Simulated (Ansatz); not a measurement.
```yaml
atoms:
  - { symbol: As, position_ang: [0.9326, -0.3090, 0.4785] }
  - { symbol: As, position_ang: [-0.9326, 0.3090, -0.4785] }
```

Geometry: PBE0-D4/def2-TZVP.

Method: UKS PBE0-D4/def2-TZVPP (Ansatz 0.2.0).

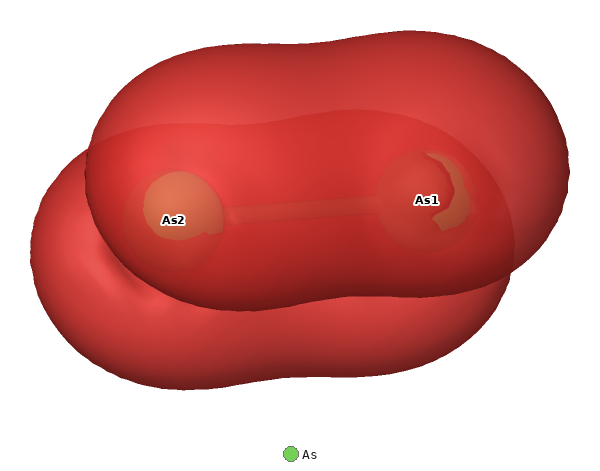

As2 (SMILES [As]#[As+]) (charge +1, doublet). Isosurfaces of the spin density at +0.015 (red) and −0.015 e/Å³ (blue), seen from one side.

Describe the spin distribution.

Answer. The unpaired spin (1 electron) lies mostly on As1 (about 0.5) and As2 (about 0.5), in electrons by Hirshfeld's partition.
